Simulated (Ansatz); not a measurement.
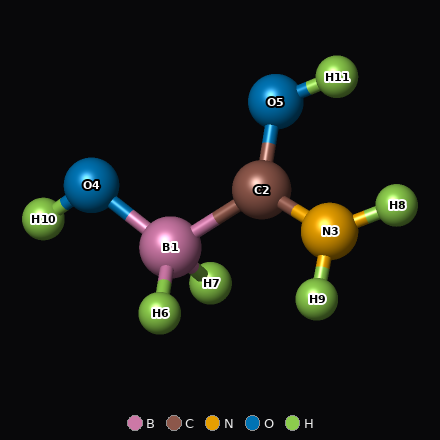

The system is CH₆BNO₂; the picture shows the reference structure. First axis: dihedral C2–B1–O4–H10. Second axis: dihedral B1–C2–N3–H8. Nothing is relaxed (all other coordinates rigid). The scan uses a 15 × 15 grid. Points are written as (first, second). All energies are given in kJ/mol relative to the relaxed molecule at the same level. Method: RKS r2SCAN-D4/def2-SVP (Ansatz).

Its coordinates:

```xyz
11

B     0.0605    1.0705   -0.1438
C     0.0584   -0.5173   -0.0417
N    -0.2513   -1.1303    1.0975
O     0.9040    1.5293   -1.2110
O     0.2593   -1.2633   -1.1068
H     0.2743    1.4936    1.0110
H    -1.1843    1.1609   -0.3357
H    -0.5282   -2.1069    1.1651
H    -0.3949   -0.5344    1.9078
H     0.7172    2.4536   -1.3977
H     0.1501   -2.2126   -0.9243
```

Range: dihedral C2–B1–O4–H10 from −180 to 156°; dihedral B1–C2–N3–H8 from −180 to 156°.

### What will the energy surface look like?

The lowest grid point is at (156°, 156°), 1.3 kJ/mol from the relaxed molecule at the same level. A higher local minimum lies near (156°, −12°) (7 kJ/mol above the lowest at that grid point). The highest grid point, (−36°, −108°), lies 148 kJ/mol above the lowest. On the interpolated surface the easiest way out of the lowest well to its copy in the next cell or period passes a barrier of about 15 kJ/mol, counted from the interpolated bottom of the well. Round the minimum the two coordinates are weakly coupled (coupling 0.06 in units of the two stiffnesses).

```csv
"dihedral B1–C2–N3–H8 ↓, dihedral C2–B1–O4–H10 →",−180,−156,−132,−108,−84,−60,−36,−12,12,36,60,84,108,132,156
156,1,3,6,7,9,11,15,16,14,11,8,7,5,3,1
132,26,28,31,34,36,39,41,42,39,36,34,34,32,30,27
108,75,77,81,84,88,90,92,91,87,85,84,84,83,80,76
84,119,122,127,131,134,136,137,135,132,130,130,130,128,124,120
60,117,121,126,129,131,132,133,133,131,128,127,126,123,120,117
36,74,78,81,83,83,85,88,89,87,84,81,79,77,75,73
12,30,33,35,36,37,40,43,45,43,39,36,34,32,30,29
−12,9,11,14,15,16,19,23,25,23,19,16,14,12,10,9
−36,19,21,24,26,28,31,34,35,33,29,27,26,24,22,19
−60,57,59,63,67,69,72,74,74,71,68,66,66,65,62,58
−84,108,110,115,120,123,125,125,124,121,119,119,119,117,113,109
−108,133,137,142,146,148,149,150,149,147,145,144,143,141,137,133
−132,103,107,111,112,113,114,117,118,116,113,111,109,107,104,102
−156,51,53,56,56,57,59,63,65,63,59,56,54,53,51,50
−180,11,13,15,16,17,19,23,25,23,20,17,15,13,11,10
```

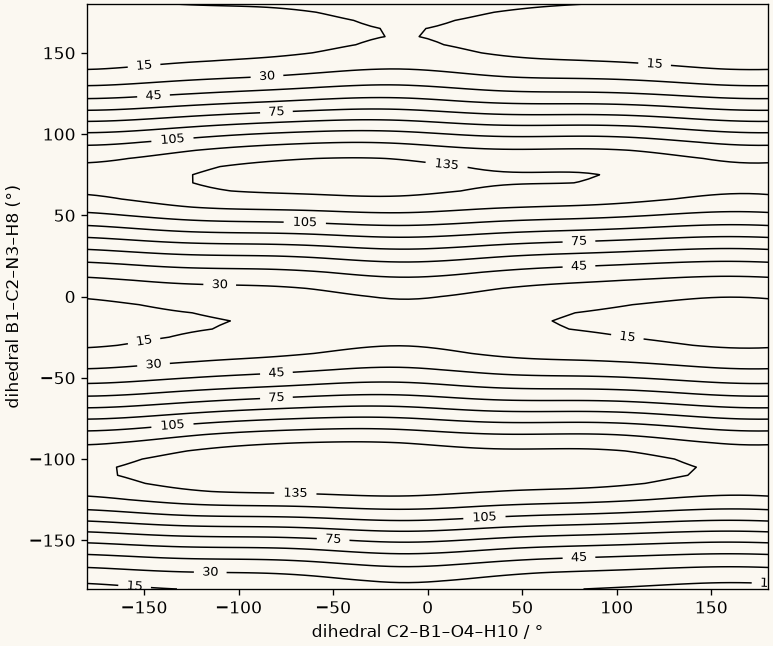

Drawn: contour lines labelled in kJ/mol. Between grid points the surface is interpolated.

Time for the 225 points that were run: 23 min on 1 thread of Intel(R) Xeon(R) Platinum 8259CL CPU @ 2.50GHz (Skylake/Cascade Lake), on a shared host.
